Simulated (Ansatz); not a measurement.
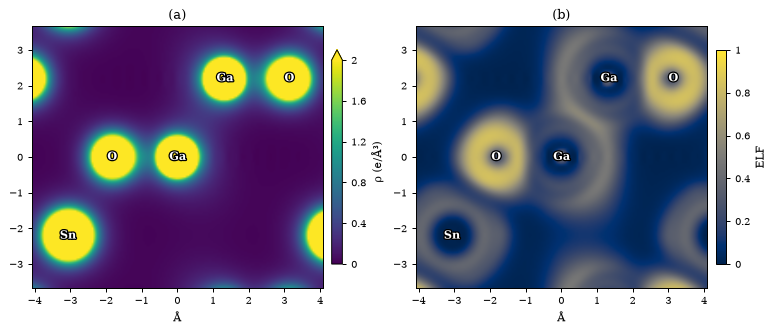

Figure. Ga₂SnO₂. (a) valence charge density (pseudo); (b) ELF on the (110) plane of the conventional cell.

Space group P-3m1; a structure generated by program, which may or may not match a known phase.

The calculation used DFT PBE, scalar-relativistic, plane waves, PAW (Ansatz 0.2.0).

Core electrons are frozen (PAW), and the valence fields are smoothed inside the atomic spheres.

```xyz
5
Lattice="3.8214 0.0000 0.0000 -1.9107 3.3095 0.0000 0.0000 0.0000 7.4564" Properties=species:S:1:pos:R:3 pbc="T T T"
Ga    0.0000    2.2063    3.0659
Ga    1.9107    1.1031    4.3905
Sn    0.0000    0.0000    0.0000
O     0.0000    2.2063    1.2462
O     1.9107    1.1031    6.2102
```

Q: Describe what can be read from this map.

A: Atoms in the plane: Ga, Sn and O. Ga–O (1.82 Å): ρ at the midpoint is about 0.92 e/Å³; the ELF peaks at about 0.80 in the valence shell of O, 0.6 Å from its nucleus, and is about 0.40 at the midpoint. Sn–O (2.53 Å): the density is about 0.27 e/Å³ at the midpoint; the ELF is about 0.20 at the midpoint: no shared electron pair shows on this line. Ga–Ga (2.57 Å): ρ is about 0.33 e/Å³ halfway; the ELF reaches about 0.55 near the midpoint. Between the atoms the lowest density in this plane is 0.007 e/Å³.
